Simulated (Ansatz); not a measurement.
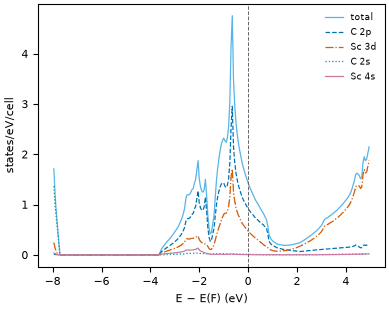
Fig. 1. Total and projected density of states of ScC (rock salt, Fm-3m), PBE in the plane-wave PAW code Ansatz

Task: Which orbitals carry the states next to the Fermi level?

Result: Within 0.5 eV of the Fermi level: C 2p 64 %, Sc 3d 33 %. Projections are on Löwdin-orthogonalised atomic valence shells; empty p or d shells of many metals are not among them.

Task: Where is the tallest occupied peak in this window, and what makes it?

Result: Near -0.6 eV, about 4.8 states/eV per cell; the largest projected share is C 2p.

The first step of the workflow began from a Materials Project structure, measured or hypothetical; the Crystallography Open Database copy checked does not list it. Its standing as an ambient phase is unchecked. Symmetry was held in the PBE relaxation; its stability against distortions is not shown here. The run is not spin-polarised.

Potentials: the later of the program's two PAW sets.
